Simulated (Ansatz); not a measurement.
# CF2 (SMILES F[C]F) at UMP2/6-31G(d,p) (sfX2C, Cartesian functions, start density atoms)

What is the energy difference between two shapes of CF2 at UMP2/6-31G** (sfX2C, Cartesian functions, start density atoms)? 

The calculation is run with Ansatz 0.2.0.

10 further runs of the same task are left out: 2 for a known fault of the program, 1 that didn't finish, 7 set aside as unsound or not needed. Runs told in other sessions of the task aren't counted.

**1. The system as given**

CF2: 3 atoms, total charge 0, spin state singlet. As SMILES, `F[C]F`. The coordinates come from a PBE0-D4/def2-TZVP relaxation.

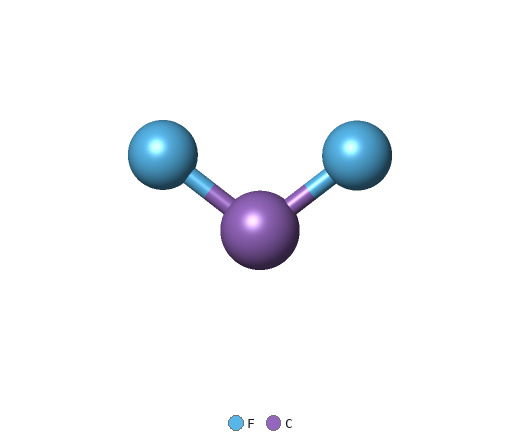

The structure, seen from a chosen angle (fluorine blue, carbon purple).

**2. Energy and forces at UMP2/6-31G(d,p) (sfX2C, Cartesian functions, start density atoms)**

Contents of run.yaml:

```yaml
basis:
  gaussian:
    orbitals: 6-31G_st__st_.json
crystal:
  periodic: [false, false, false]
  atoms:
    - symbol: F
      position_ang: [0.316310, 0.971410, 0.281600]
    - symbol: C
      position_ang: [0.382340, -0.318520, 0.175150]
    - symbol: F
      position_ang: [-0.698640, -0.652890, -0.456750]
output: {forces: true, orbitals: {seedname: orbitals}}
magnetization:
  spin_polarized: true
  initial_magnetization: 0
correlation:
  method: mp2
hamiltonian:
  pseudopotentials: {relativity: scalar}
```

The basis set 6-31G** is read from a file made from the Basis Set Exchange's data (not shown).

Launch:

```bash
$ ansatz run run.yaml --threads 1 --pin off --max-ram 3480MiB --events-out events.jsonl --progress --plain --runs-dir runs
```

The log of the run:

```text
Warning: RAYON_NUM_THREADS=1 ignored (pool sized by the plan → 1); use --threads N
Functional definition: HF
  name "HF"
  exchange = exact_x
  correlation = 0
396 factors; integrals over basis functions are off by at most 7.5e-4 eV
mean field evaluation 1: about -6443.0658 eV, gradient 2.0e1 eV
mean field evaluation 2: about -6443.0755 eV, gradient 2.0e1 eV
mean field evaluation 4: about -6444.6011 eV, gradient 1.8e0 eV
mean field evaluation 8: about -6444.6298 eV, gradient 2.2e-4 eV
mean field evaluation 16: about -6444.6384 eV, gradient 3.3e-2 eV
mean field evaluation 32: about -6444.6298 eV, gradient 2.5e-6 eV
mean field -6444.63871704 eV, -236.8361045180 hartree, gradient 1.8e-6 eV, S^2 0.108090; 5 other end points of the search recorded, 0 dependent functions left out
3 core orbitals not correlated: weight in the atoms' cores, before any rotation towards them, 1.000 or more for the frozen orbitals, at most 0.000 for the correlated occupied ones
reference -6444.63871704 eV, -236.8361045180 hartree; 9, 9 occupied and 33, 33 virtual orbitals, 396 factors
second order -12.15506461 eV of doubles, -0.00000000 eV of singles
the calculation of the forces begins
Total energy: -6456.79378164 eV, -237.2827949033 hartree
Relativity: scalar
Atom 0 at     0.316310     0.971410     0.281600 Å, force    -0.487294     0.287486    -0.236346 eV/Å
Atom 1 at     0.382340    -0.318520     0.175150 Å, force     0.877217    -0.730802     0.401857 eV/Å
Atom 2 at    -0.698640    -0.652890    -0.456750 Å, force    -0.389923     0.443316    -0.165511 eV/Å
Dipole moment:    -0.179369     0.149430    -0.082169 e Å
```

Run time: 0.87 s. Hardware: 1 thread of Arm Neoverse V1, shared host.

**3. The distorted shape, same level**

Contents of run.yaml:

```yaml
basis:
  gaussian:
    orbitals: 6-31G_st__st_.json
crystal:
  periodic: [false, false, false]
  atoms:
    - symbol: F
      position_ang: [0.409100, 0.982830, 0.448686]
    - symbol: C
      position_ang: [0.406911, -0.291315, 0.191981]
    - symbol: F
      position_ang: [-0.688493, -0.660032, -0.495858]
output: {forces: true, orbitals: {seedname: orbitals}}
magnetization:
  spin_polarized: true
  initial_magnetization: 0
correlation:
  method: mp2
hamiltonian:
  pseudopotentials: {relativity: scalar}
```

The basis set 6-31G** is read from a file made from the Basis Set Exchange's data (not shown).

Launch:

```bash
$ ansatz run run.yaml --threads 1 --pin off --max-ram 3480MiB --events-out events.jsonl --progress --plain --runs-dir runs
```

The log of the run, shortened:

```text
Warning: RAYON_NUM_THREADS=1 ignored (pool sized by the plan → 1); use --threads N
Functional definition: HF
  name "HF"
[...]
396 factors; integrals over basis functions are off by at most 1.5e-3 eV
[...]
mean field -6444.43600230 eV, -236.8286548891 hartree, gradient 2.1e-6 eV, S^2 0.243531; 4 other end points of the search recorded, 0 dependent functions left out
3 core orbitals not correlated: weight in the atoms' cores, before any rotation towards them, 1.000 or more for the frozen orbitals, at most 0.000 for the correlated occupied ones
reference -6444.43600230 eV, -236.8286548891 hartree; 9, 9 occupied and 33, 33 virtual orbitals, 396 factors
second order -12.13588447 eV of doubles, -0.00000000 eV of singles
[...]
Total energy: -6456.57188677 eV, -237.2746404172 hartree
Relativity: scalar
Atom 0 at     0.409100     0.982830     0.448686 Å, force    -1.473269    -0.180860    -0.861942 eV/Å
Atom 1 at     0.406911    -0.291315     0.191981 Å, force     0.670018    -1.802822     0.014022 eV/Å
Atom 2 at    -0.688493    -0.660032    -0.495858 Å, force     0.803250     1.983682     0.847920 eV/Å
Dipole moment:    -0.129425     0.176645    -0.037116 e Å
```

Wall time 0.78 s (1 thread of Arm Neoverse V1, shared host).

**4. Results**

At UMP2/6-31G** (sfX2C, Cartesian functions, start density atoms), 3 core orbitals frozen:

| quantity | value |
| --- | --- |
| first shape: total energy | -237.28279 Eh |
| first shape: dipole moment (correlated density) | 1.19 D |
| first shape: HOMO energy (Hartree–Fock orbitals) | -12.83 eV |
| first shape: LUMO energy (Hartree–Fock orbitals) | 3.11 eV |
| first shape: HOMO–LUMO gap (Hartree–Fock orbitals) | 15.93 eV |
| first shape: correlation energy (3 core orbitals frozen) | -446.7 mEh |
| first shape: ⟨S²⟩ of the reference determinant | 0.108 |
| first shape: largest force on an atom | 1.210 eV/Å |
| distorted shape: total energy | -237.27464 Eh |
| distorted shape: dipole moment (correlated density) | 1.07 D |
| distorted shape: HOMO energy (Hartree–Fock orbitals) | -12.82 eV |
| distorted shape: LUMO energy (Hartree–Fock orbitals) | 3.03 eV |
| distorted shape: HOMO–LUMO gap (Hartree–Fock orbitals) | 15.84 eV |
| distorted shape: correlation energy (3 core orbitals frozen) | -446.0 mEh |
| distorted shape: ⟨S²⟩ of the reference determinant | 0.244 |
| distorted shape: largest force on an atom | 2.302 eV/Å |
| energy change with the atoms displaced | 0.222 eV |

In words: With the atoms displaced the energy rises by 0.22 eV (21.4 kJ/mol). The first shape isn't relaxed at this level, so the change isn't measured from a minimum. The largest force (first shape) is 1.21 eV/Å: the shape isn't a stationary point for this species at this level. ⟨S²⟩ (first shape) is 0.11 where a pure singlet has 0.00: the reference is spin-contaminated. ⟨S²⟩ (distorted shape) is 0.24 where a pure singlet has 0.00: the reference is spin-contaminated.
